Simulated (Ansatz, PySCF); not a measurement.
Breaking a bond: NH, triplet.

- UKS-B3LYP/3-21G = PySCF with unrestricted B3LYP/3-21G
- UHF/cc-pVTZ (Ansatz, a program for electronic structure)
- ROCCSD = Ansatz with CCSD on ROHF/cc-pVTZ, frozen core

Energies are in kcal/mol, each relative to the lowest point of its own curve between 0.84 and 1.29 Å, where full CI is lowest.

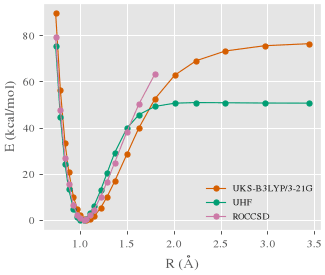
Figure: Energy against bond length for each method.

```json
[
 {"R / Å": "0.74", "UKS-B3LYP/3-21G": "89.6", "UHF": "75.4", "ROCCSD": "79.1"},
 {"R / Å": "0.79", "UKS-B3LYP/3-21G": "56.3", "UHF": "44.6", "ROCCSD": "47.8"},
 {"R / Å": "0.84", "UKS-B3LYP/3-21G": "33.4", "UHF": "24.1", "ROCCSD": "26.7"},
 {"R / Å": "0.88", "UKS-B3LYP/3-21G": "20.7", "UHF": "13.2", "ROCCSD": "15.4"},
 {"R / Å": "0.93", "UKS-B3LYP/3-21G": "10.0", "UHF": "4.8", "ROCCSD": "6.3"},
 {"R / Å": "0.97", "UKS-B3LYP/3-21G": "4.7", "UHF": "1.2", "ROCCSD": "2.3"},
 {"R / Å": "1.00", "UKS-B3LYP/3-21G": "2.2", "UHF": "0.1", "ROCCSD": "0.6"},
 {"R / Å": "1.04", "UKS-B3LYP/3-21G": "0.4", "UHF": "0.0", "ROCCSD": "0.0"},
 {"R / Å": "1.06", "UKS-B3LYP/3-21G": "0.0", "UHF": "0.5", "ROCCSD": "0.2"},
 {"R / Å": "1.11", "UKS-B3LYP/3-21G": "0.3", "UHF": "3.1", "ROCCSD": "2.0"},
 {"R / Å": "1.15", "UKS-B3LYP/3-21G": "1.5", "UHF": "6.1", "ROCCSD": "4.4"},
 {"R / Å": "1.22", "UKS-B3LYP/3-21G": "5.2", "UHF": "12.8", "ROCCSD": "9.9"},
 {"R / Å": "1.29", "UKS-B3LYP/3-21G": "10.1", "UHF": "20.4", "ROCCSD": "16.6"},
 {"R / Å": "1.37", "UKS-B3LYP/3-21G": "16.7", "UHF": "29.1", "ROCCSD": "24.8"},
 {"R / Å": "1.50", "UKS-B3LYP/3-21G": "28.4", "UHF": "39.7", "ROCCSD": "38.1"},
 {"R / Å": "1.63", "UKS-B3LYP/3-21G": "40.0", "UHF": "45.6", "ROCCSD": "50.3"},
 {"R / Å": "1.80", "UKS-B3LYP/3-21G": "52.5", "UHF": "49.2", "ROCCSD": "63.2"},
 {"R / Å": "2.01", "UKS-B3LYP/3-21G": "62.7", "UHF": "50.6", "ROCCSD": "—"},
 {"R / Å": "2.24", "UKS-B3LYP/3-21G": "69.0", "UHF": "50.8", "ROCCSD": "—"},
 {"R / Å": "2.55", "UKS-B3LYP/3-21G": "73.2", "UHF": "50.7", "ROCCSD": "—"},
 {"R / Å": "2.97", "UKS-B3LYP/3-21G": "75.5", "UHF": "50.6", "ROCCSD": "—"},
 {"R / Å": "3.44", "UKS-B3LYP/3-21G": "76.3", "UHF": "50.6", "ROCCSD": "—"}
]
```

At the longest distance, 3.44 Å, UKS-B3LYP/3-21G lies highest above its minimum (76.3 kcal/mol) and UHF lowest (50.6 kcal/mol).

Dashes: no converged value, or the column stops at the first point that the program doubted or that broke a chosen test of continuity, which isn't proof of a fault.

The unrestricted determinant behind UKS-B3LYP/3-21G is spin-contaminated at 1.63 to 3.44 Å (<S²> up to 3.0, against 2.00 for a pure triplet). The unrestricted determinant behind UHF is spin-contaminated at 1.37 to 3.44 Å (<S²> up to 3.0, against 2.00 for a pure triplet). The T1 diagnostic of CCSD on the restricted reference of ROCCSD exceeds 0.045 at 1.63 to 2.24 Å.
